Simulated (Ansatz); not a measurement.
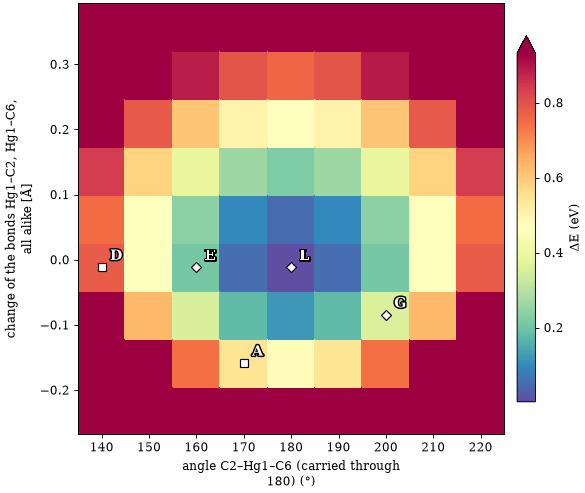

HgMe2 (C2H6Hg). Coordinates scanned: (1) angle C2–Hg1–C6 (carried through 180); (2) change of the bonds Hg1–C2, Hg1–C6, all alike. Nothing is relaxed (all other coordinates rigid). Grid: 9 × 9 points. Points are written as (first, second). All energies are given in eV relative to the relaxed molecule at the same level. The calculation used RKS r2SCAN-D4/def2-TZVP (Ansatz 0.2.0).

The picture shows one coloured cell a grid point, one colour for all values above the top of the scale, lettered points.

Q: Is D the lowest point of the computed grid?

A: No. D lies 0.78 eV above the lowest grid point, which is at (180°, −0.011 Å).

Q: What kind of point is each of A, E, G, L: minimum, saddle, maximum or slope?

A: A: on a slope; E: on a slope; G: on a slope; L: minimum. (In these two coordinates alone; a stationary point may lie a little off the grid point.)
